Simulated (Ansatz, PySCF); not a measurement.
H2O (SMILES O) with CH4O (SMILES CO) on the geometries of the S66x8 set, where R/Re scales the closest contact. Geometry at R/Re = 1.00 (charge 0, multiplicity 1):
```xyz
9

O     -2.01092     0.07967     0.12515
H     -2.42759     0.87855     0.45092
H     -1.08189     0.19043     0.36610
O      0.87476     0.17582     0.51485
H      1.24274    -0.39626     1.19238
C      1.33976    -0.29581    -0.74731
H      0.90895     0.35528    -1.50043
H      2.42573    -0.24502    -0.82162
H      1.01142    -1.31568    -0.94639
```

Interaction energies with rigid monomers; basis-set methods are counterpoise corrected unless marked otherwise.

Frozen-core correlation. Rows in 6-31G* carry no dispersion term and start afresh at each structure (6-31G* with six Cartesian d functions). MP2/6-31G* freezes PySCF's default core.

Programs: Ansatz (Gaussian orbitals); PySCF for 6-31G* rows, the dispersion terms. Values without a source in brackets are computed.

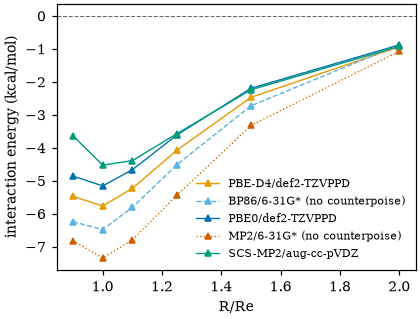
Fig. 1. Interaction energy against separation

### Question
Which level binds most strongly at R/Re = 1.00, and by how much?

### Answer
MP2/6-31G* (no counterpoise), -7.3 kcal/mol.

Ansatz is a program for electronic structure.
